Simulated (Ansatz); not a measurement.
## GeBNH₄ClF: nudged elastic band

The run: nudged elastic band of GeBNH₄ClF, SMILES FB(Cl)[NH][GeH3]. Method and program: RKS PBE-D4/def2-SVP (Ansatz 0.2.0).

It belongs to a series of runs on one base structure; here: band between the two ends. Figures and captions count atoms from 1; the log counts them from 0 in places.

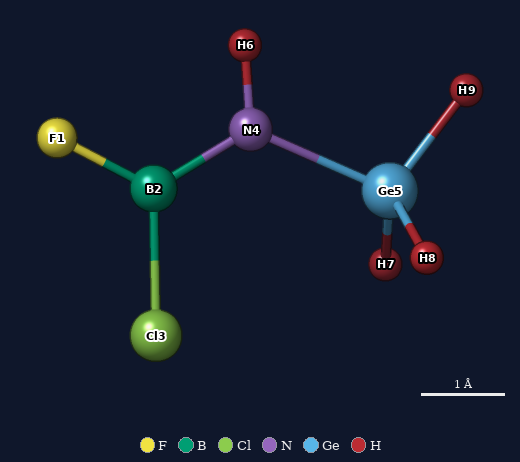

Figure 1. The input geometry (ball-and-stick view, seen at a tilt; atoms are numbered from 1 in the order of the input). Sticks mark near contacts.

Input file
```yaml
crystal:
  periodic: [false, false, false]
  atoms:
    - { symbol: F, position_ang: [-0.541034, 1.561123, 2.282728] }
    - { symbol: B, position_ang: [-0.504902, 0.570974, 1.379825] }
    - { symbol: Cl, position_ang: [-1.433245, -0.914199, 1.731916] }
    - { symbol: "N", position_ang: [0.231871, 0.67623, 0.189584] }
    - { symbol: Ge, position_ang: [0.359607, -0.635815, -1.14366] }
    - { symbol: H, position_ang: [0.746867, 1.547511, 0.033857] }
    - { symbol: H, position_ang: [-1.044, -0.918689, -1.727839] }
    - { symbol: H, position_ang: [0.983188, -1.919302, -0.547907] }
    - { symbol: H, position_ang: [1.290047, -0.014032, -2.215602] }
basis:
  gaussian: { orbitals: def2-SVP }
hamiltonian:
  xc: pbe
  dispersion: d4
neb:
  order_check: false
  images: 8
  f_tol: 0.05
  max_iterations: 60
  initial_path: idpp
  climbing: false
  final_atoms:
    - { symbol: F, position_ang: [-0.48712541, 1.47476355, 2.35241043] }
    - { symbol: B, position_ang: [-0.62949167, 0.75992716, 1.22743424] }
    - { symbol: Cl, position_ang: [-2.28845781, 0.37375645, 0.68794292] }
    - { symbol: "N", position_ang: [0.4741938, 0.31555056, 0.48270979] }
    - { symbol: Ge, position_ang: [0.39566126, -0.69063528, -1.09779859] }
    - { symbol: H, position_ang: [1.40579489, 0.56018425, 0.83079404] }
    - { symbol: H, position_ang: [-0.30914439, -2.03882166, -0.81922472] }
    - { symbol: H, position_ang: [1.87772599, -0.91437166, -1.49308371] }
    - { symbol: H, position_ang: [-0.35075767, 0.11344763, -2.18828242] }
```

Launched with:
```bash
ansatz run input.yaml --threads 2 --pin off --max-ram 3072MiB --backend cpu --events-out ev --progress --plain --runs-dir out
```

The program's output
```
Engine: ansatz 0.2.0, aarch64-unknown-linux-gnu
Functional definition: PBE
  parameter kappa = 0.804
  parameter beta = 0.06672455060314922
  exchange = pbe_x(kappa = kappa, mu = beta*pi^2/3)
  correlation = pbe_c(beta = beta)
1252 factors; their error is unknown
mean field evaluation 1: about -73951.1059 eV, gradient 6.6e1 eV
mean field evaluation 2: about -73922.0106 eV, gradient 1.2e2 eV
mean field evaluation 4: about -73959.1734 eV, gradient 1.1e1 eV
mean field evaluation 8: about -73959.3510 eV, gradient 1.6e-1 eV
mean field evaluation 16: about -73959.2810 eV, gradient 1.3e-4 eV
mean field -73959.28098396 eV, -2717.9534447594 hartree, gradient 3.4e-5 eV, S^2 0.000000; 0 other end points of the search recorded, 0 dependent functions left out
the calculation of the forces begins
reference -73959.28102030 eV, -2717.9534460947 hartree; 37, 37 occupied and 75, 75 virtual orbitals, 1252 factors
1252 factors; their error is unknown
mean field evaluation 32: about -73959.2809 eV, gradient 5.9e-4 eV
mean field -73959.28087158 eV, -2717.9534406296 hartree, gradient 5.0e-5 eV, S^2 0.000000; 0 other end points of the search recorded, 0 dependent functions left out
[... from here on the field's lines of each further geometry are left out, up to the last ...]
NEB iter   1: max|band force component| = 6.729e-1 eV/Å  barrier→ = 0.1757 eV  barrier← = 0.1757 eV  Δτ_max = 0.1733 Å  (270 SCF iters)
NEB iter   2: max|band force component| = 3.291e-1 eV/Å  barrier→ = 0.0563 eV  barrier← = 0.0563 eV  Δτ_max = 0.0396 Å  (226 SCF iters)
NEB iter   3: max|band force component| = 2.903e-1 eV/Å  barrier→ = 0.0485 eV  barrier← = 0.0485 eV  Δτ_max = 0.0758 Å  (226 SCF iters)
NEB iter   4: max|band force component| = 5.400e-1 eV/Å  barrier→ = 0.0765 eV  barrier← = 0.0765 eV  Δτ_max = 0.0383 Å  (228 SCF iters)
NEB iter   5: max|band force component| = 1.726e-1 eV/Å  barrier→ = 0.0480 eV  barrier← = 0.0480 eV  Δτ_max = 0.0217 Å  (227 SCF iters)
the calculation of the forces begins
reference -73959.27447985 eV, -2717.9532057376 hartree; 37, 37 occupied and 75, 75 virtual orbitals, 1252 factors
1252 factors; their error is unknown
mean field -73959.23867111 eV, -2717.9518897909 hartree, gradient 9.5e-6 eV, S^2 0.000000; 1 other end points of the search recorded, 0 dependent functions left out
the calculation of the forces begins
reference -73959.23870746 eV, -2717.9518911267 hartree; 37, 37 occupied and 75, 75 virtual orbitals, 1252 factors
NEB iter   6: max|band force component| = 4.292e-2 eV/Å  barrier→ = 0.0453 eV  barrier← = 0.0453 eV  Δτ_max = 0.0000 Å  (418 SCF iters)
```

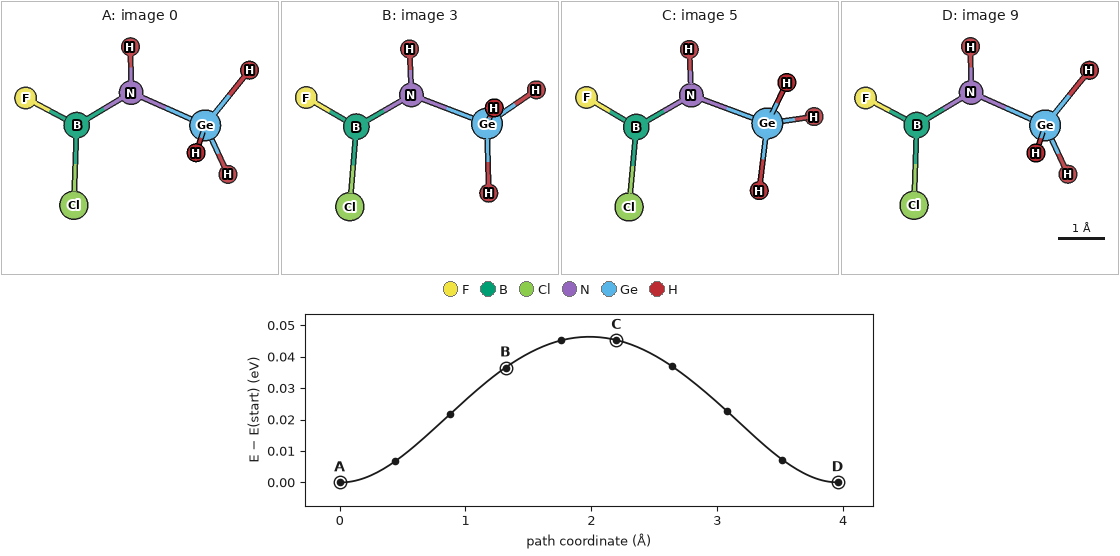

Figure 2. Images of the last band (counted from 0; ball-and-stick, seen at a tilt) above the energy along the path; the line is a cubic interpolation that uses the forces. The highest image is number 5, 0.045 eV above the start and 0.045 eV above the end; start and end have the same energy. The path is 3.96 Å long. The band converged in 6 iterations.

```
Total energy: -73959.45069668 eV, -2717.9596815866 hartree
Atom 0 at    -0.547922     1.706530     2.162267 Å, force     0.001620     0.007337     0.008526 eV/Å
Atom 1 at    -0.713807     0.843831     1.146841 Å, force    -0.038337    -0.012849    -0.006154 eV/Å
Atom 2 at    -2.380156     0.318355     0.788509 Å, force     0.028571     0.013423     0.002435 eV/Å
Atom 3 at     0.395550     0.387695     0.412549 Å, force     0.013726    -0.007910    -0.013348 eV/Å
Atom 4 at     0.482179    -0.794092    -1.037507 Å, force    -0.003826     0.002105     0.003357 eV/Å
Atom 5 at     1.296316     0.770925     0.718896 Å, force    -0.005575    -0.002419     0.004956 eV/Å
Atom 6 at    -0.927667    -1.376899    -1.242824 Å, force     0.002336    -0.001587     0.003899 eV/Å
Atom 7 at     1.516572    -1.892931    -0.681414 Å, force     0.004714     0.000360    -0.001038 eV/Å
Atom 8 at     0.967335    -0.009613    -2.284415 Å, force    -0.003229     0.001541    -0.002634 eV/Å
Dipole moment:     0.443653    -0.172542    -0.281116 e Å
this run last wrote the band of iteration 6 to [file]
```

The last band as extended XYZ (Å, eV, eV/Å)
```
9
Properties=species:S:1:pos:R:3:forces:R:3 image=0 energy=-73959.49599
F    -0.5410    1.5611    2.2827   -0.0001   0.0011   0.0008
B    -0.5049    0.5710    1.3798    0.0006  -0.0011  -0.0023
Cl   -1.4332   -0.9142    1.7319   -0.0001   0.0004  -0.0002
N     0.2319    0.6762    0.1896   -0.0010  -0.0001   0.0022
Ge    0.3596   -0.6358   -1.1437   -0.0005  -0.0017  -0.0003
H     0.7469    1.5475    0.0339    0.0007   0.0009   0.0003
H    -1.0440   -0.9187   -1.7278    0.0002  -0.0003   0.0003
H     0.9832   -1.9193   -0.5479    0.0001   0.0003  -0.0005
H     1.2900   -0.0140   -2.2156    0.0000   0.0004  -0.0002
9
Properties=species:S:1:pos:R:3:forces:R:3 image=1 energy=-73959.48931
F    -0.5531    1.5988    2.2524   -0.0013   0.0084   0.0054
B    -0.5666    0.6160    1.3407   -0.0067  -0.0223  -0.0098
Cl   -1.7126   -0.7317    1.5874    0.0203   0.0005   0.0020
N     0.2852    0.6331    0.2243    0.0034   0.0076   0.0086
Ge    0.3939   -0.6641   -1.1247   -0.0040   0.0026   0.0052
H     0.9265    1.4283    0.1488   -0.0086   0.0021  -0.0108
H    -1.0301   -0.9967   -1.6192   -0.0030   0.0083  -0.0086
H     1.1066   -1.9285   -0.5851   -0.0108  -0.0043   0.0061
H     1.2387   -0.0014   -2.2418    0.0107  -0.0029   0.0019
9
Properties=species:S:1:pos:R:3:forces:R:3 image=2 energy=-73959.47420
F    -0.5529    1.6356    2.2226   -0.0001   0.0093   0.0062
B    -0.6216    0.6651    1.2990   -0.0214  -0.0239  -0.0048
Cl   -1.9620   -0.5065    1.4314    0.0306   0.0011   0.0060
N     0.3258    0.5765    0.2651    0.0076   0.0001  -0.0014
Ge    0.4270   -0.6947   -1.1079   -0.0038   0.0035   0.0039
H     1.0684    1.2827    0.2789   -0.0103   0.0084  -0.0100
H    -1.0073   -1.0808   -1.5206   -0.0030   0.0116  -0.0099
H     1.2252   -1.9323   -0.6240   -0.0138  -0.0066   0.0072
H     1.1857    0.0082   -2.2617    0.0141  -0.0036   0.0029
9
Properties=species:S:1:pos:R:3:forces:R:3 image=3 energy=-73959.45943
F    -0.5452    1.6622    2.2010    0.0062   0.0194   0.0098
B    -0.6661    0.7201    1.2531   -0.0386  -0.0386  -0.0148
Cl   -2.1669   -0.2455    1.2466    0.0379   0.0051   0.0071
N     0.3557    0.5148    0.3092    0.0164   0.0063  -0.0064
Ge    0.4550   -0.7276   -1.0893   -0.0054   0.0062   0.0088
H     1.1745    1.1228    0.4169   -0.0131   0.0032  -0.0015
H    -0.9798   -1.1733   -1.4256   -0.0076   0.0070  -0.0093
H     1.3352   -1.9271   -0.6519   -0.0078  -0.0081   0.0052
H     1.1261    0.0076   -2.2772    0.0120  -0.0005   0.0011
9
Properties=species:S:1:pos:R:3:forces:R:3 image=4 energy=-73959.45081
F    -0.5426    1.6846    2.1815    0.0081   0.0170   0.0111
B    -0.6976    0.7799    1.2020   -0.0427  -0.0308  -0.0175
Cl   -2.3093    0.0349    1.0301    0.0342   0.0068   0.0066
N     0.3791    0.4503    0.3590    0.0211   0.0080  -0.0097
Ge    0.4741   -0.7613   -1.0657   -0.0048   0.0051   0.0051
H     1.2505    0.9515    0.5639   -0.0132  -0.0020   0.0059
H    -0.9529   -1.2719   -1.3321   -0.0069   0.0004  -0.0041
H     1.4330   -1.9142   -0.6701   -0.0009  -0.0056   0.0021
H     1.0539    0.0000   -2.2858    0.0051   0.0012   0.0007
9
Properties=species:S:1:pos:R:3:forces:R:3 image=5 energy=-73959.45066
F    -0.5479    1.7065    2.1623    0.0016   0.0073   0.0085
B    -0.7138    0.8438    1.1468   -0.0383  -0.0128  -0.0062
Cl   -2.3802    0.3184    0.7885    0.0286   0.0134   0.0024
N     0.3956    0.3877    0.4125    0.0137  -0.0079  -0.0133
Ge    0.4822   -0.7941   -1.0375   -0.0038   0.0021   0.0034
H     1.2963    0.7709    0.7189   -0.0056  -0.0024   0.0050
H    -0.9277   -1.3769   -1.2428    0.0023  -0.0016   0.0039
H     1.5166   -1.8929   -0.6814    0.0047   0.0004  -0.0010
H     0.9673   -0.0096   -2.2844   -0.0032   0.0015  -0.0026
9
Properties=species:S:1:pos:R:3:forces:R:3 image=6 energy=-73959.45893
F    -0.5620    1.7273    2.1450    0.0032   0.0071   0.0126
B    -0.7141    0.9088    1.0923   -0.0393  -0.0109  -0.0168
Cl   -2.3792    0.5990    0.5306    0.0319   0.0160  -0.0012
N     0.4035    0.3259    0.4695    0.0141  -0.0057  -0.0102
Ge    0.4799   -0.8258   -1.0058   -0.0048   0.0038   0.0066
H     1.3096    0.5873    0.8720   -0.0067  -0.0083   0.0088
H    -0.9030   -1.4855   -1.1601    0.0018  -0.0087   0.0077
H     1.5849   -1.8656   -0.6896    0.0109   0.0036  -0.0042
H     0.8690   -0.0176   -2.2710   -0.0111   0.0032  -0.0033
9
Properties=species:S:1:pos:R:3:forces:R:3 image=7 energy=-73959.47327
F    -0.5813    1.7438    2.1310    0.0100   0.0086   0.0121
B    -0.7013    0.9721    1.0404   -0.0342  -0.0129  -0.0356
Cl   -2.3109    0.8760    0.2739    0.0390   0.0009  -0.0052
N     0.3997    0.2673    0.5238    0.0094   0.0278   0.0164
Ge    0.4691   -0.8567   -0.9728   -0.0025  -0.0070  -0.0037
H     1.2870    0.4085    1.0172   -0.0089  -0.0219   0.0140
H    -0.8770   -1.5994   -1.0856   -0.0001  -0.0107   0.0096
H     1.6413   -1.8323   -0.6965    0.0050   0.0092  -0.0088
H     0.7617   -0.0256   -2.2484   -0.0176   0.0061   0.0012
9
Properties=species:S:1:pos:R:3:forces:R:3 image=8 energy=-73959.48874
F    -0.6001    1.7841    2.0954    0.0008   0.0039   0.0105
B    -0.6725    1.0336    0.9869   -0.0113  -0.0095  -0.0246
Cl   -2.1774    1.1103    0.0277    0.0201   0.0075  -0.0037
N     0.3909    0.2100    0.5825    0.0028   0.0081   0.0083
Ge    0.4501   -0.8845   -0.9382   -0.0038   0.0029   0.0049
H     1.2294    0.2223    1.1709   -0.0051  -0.0123   0.0032
H    -0.8544   -1.7058   -1.0177    0.0017  -0.0099   0.0071
H     1.6810   -1.7994   -0.7179    0.0082   0.0057  -0.0054
H     0.6414   -0.0168   -2.2066   -0.0134   0.0036  -0.0003
9
Properties=species:S:1:pos:R:3:forces:R:3 image=9 energy=-73959.49595
F    -0.6372    1.8847    1.9956    0.0033   0.0034  -0.0015
B    -0.6580    1.1091    0.9025   -0.0068  -0.0063   0.0077
Cl   -2.0541    1.2604   -0.2022    0.0023   0.0039   0.0007
N     0.3707    0.1980    0.6160    0.0066  -0.0063  -0.0094
Ge    0.4453   -0.9364   -0.8753    0.0059  -0.0073  -0.0054
H     1.1502    0.1453    1.2781   -0.0086   0.0049  -0.0008
H    -0.7716   -1.8908   -0.8617    0.0020   0.0056   0.0002
H     1.7676   -1.7262   -0.7002   -0.0031   0.0056   0.0005
H     0.4755   -0.0903   -2.1699   -0.0017  -0.0034   0.0079
```

Summary

| quantity | value |
| --- | --- |
| outcome | converged |
| barrier, forward | 0.045 eV |
| barrier, backward | 0.045 eV |
| hardware | 2 threads of Arm Neoverse V1, 24 GiB of memory available, shared host |
| wall time | 1.9 min (CPU time 3.6 min) |
| peak memory | 0.16 GiB |

Notes

The order of the saddle point was not checked.
